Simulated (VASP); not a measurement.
Band structure of KBr (rock salt). Level of theory: LDA (Ceperley-Alder, Perdew-Zunger), VASP's LDA PAW potentials (set 64) (plane waves; VASP 6.6.1).

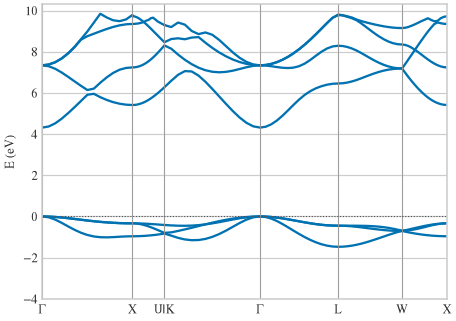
Figure: Bands along high-symmetry lines, zero at the valence-band maximum or, without a gap, the Fermi level

Question: Read the plot: is there a gap, and where are the band edges?

Answer: The gap is direct, 4.32 eV, from the valence maximum at Γ to the conduction minimum at Γ. (Edges off the drawn lines would not show.)

Measured: gap 7.40 eV (computed value off by -3.08 eV), as given by Aguado et al., (1998), arXiv:cond-mat/9809176.

The compound is KBr in the rock salt structure. It was relaxed first, which changed the volume by -10 %.
